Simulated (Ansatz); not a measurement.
```xyz
4

N    -1.2673   -0.8892   -2.6673
O    -1.5804    0.7141   -0.4259
P    -1.0902   -1.0414   -4.1356
Si   -1.4850   -0.7793   -0.8397
```

Geometry: B3LYP-D3(BJ)/def2-SVP.

The calculation used isolated molecule in a Gaussian basis; Kohn-Sham density functional theory, functional PBE0 (Ansatz).

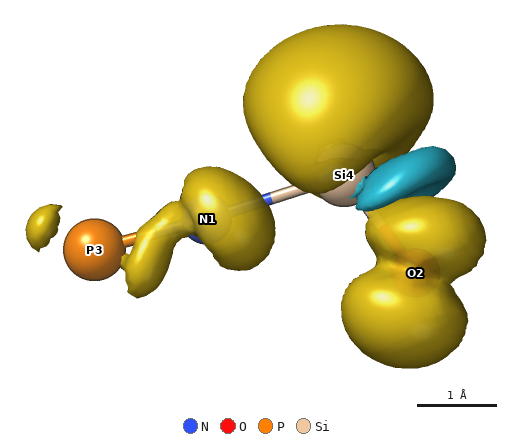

NOPSi (SMILES O=[Si][N+]#P) (charge +1, doublet). Isosurfaces of the spin density (α minus β) at +0.015 (yellow) and −0.015 e/Å³ (cyan), seen at a tilt.

### Where is the unpaired spin?

The unpaired spin (1 electron) lies mostly on Si4 (about 0.5), O2 (about 0.4) and N1 (about 0.1), in electrons by Hirshfeld's partition.
